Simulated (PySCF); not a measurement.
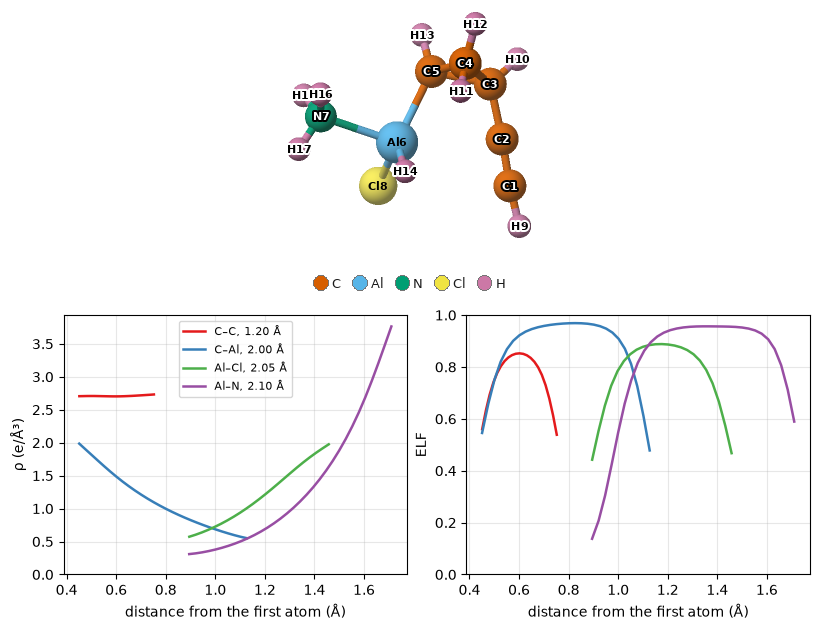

Figure. C$_{5}$H$_{9}$AlClN. Electron density and electron localisation function along straight lines between neighbouring atoms. The curves leave out the atomic cores. The structure is drawn too.

Geometry: GFN2-xTB.

All numbers below come from CAM-B3LYP/def2-SVPD, SCF density, gas phase in PySCF.

```yaml
atoms:
  - { symbol: C, position_ang: [2.3306, -1.6472, 0.2894] }
  - { symbol: C, position_ang: [2.0471, -0.5314, -0.0613] }
  - { symbol: C, position_ang: [1.6448, 0.7729, -0.4760] }
  - { symbol: C, position_ang: [0.8247, 1.5716, 0.4866] }
  - { symbol: C, position_ang: [0.1415, 0.9283, -0.6929] }
  - { symbol: Al, position_ang: [-0.6102, -0.8308, -0.0971] }
  - { symbol: N, position_ang: [-2.6345, -0.2614, -0.0037] }
  - { symbol: Cl, position_ang: [-0.8012, -2.4161, -1.3757] }
  - { symbol: H, position_ang: [2.6442, -2.6001, 0.5989] }
  - { symbol: H, position_ang: [2.3479, 1.2894, -1.1200] }
  - { symbol: H, position_ang: [0.6598, 1.1347, 1.4643] }
  - { symbol: H, position_ang: [0.9673, 2.6440, 0.5022] }
  - { symbol: H, position_ang: [-0.0997, 1.6307, -1.4913] }
  - { symbol: H, position_ang: [-0.5203, -1.1113, 1.4233] }
  - { symbol: H, position_ang: [-3.0092, -0.0209, -0.9185] }
  - { symbol: H, position_ang: [-2.7878, 0.5210, 0.6251] }
  - { symbol: H, position_ang: [-3.1521, -1.0615, 0.3494] }
```

> What can be read from the curves?

C–C (1.20 Å): the density is about 2.7 e/Å³ at the midpoint; the ELF peaks at about 0.85 between the atoms: a multiple bond.
C–Al (2.00 Å): ρ is about 0.68 e/Å³ halfway; the ELF peaks at about 0.95 between the atoms, as expected for a shared but strongly polarised pair.
Al–Cl (2.05 Å): ρ is about 0.77 e/Å³ halfway; the ELF peaks at about 0.90 in the valence shell of Cl, 0.9 Å from its nucleus, and is about 0.80 at the midpoint.
Al–N (2.10 Å): ρ is about 0.43 e/Å³ halfway; the ELF peaks at about 0.95 in the valence shell of N, 0.8 Å from its nucleus, and is about 0.75 at the midpoint.
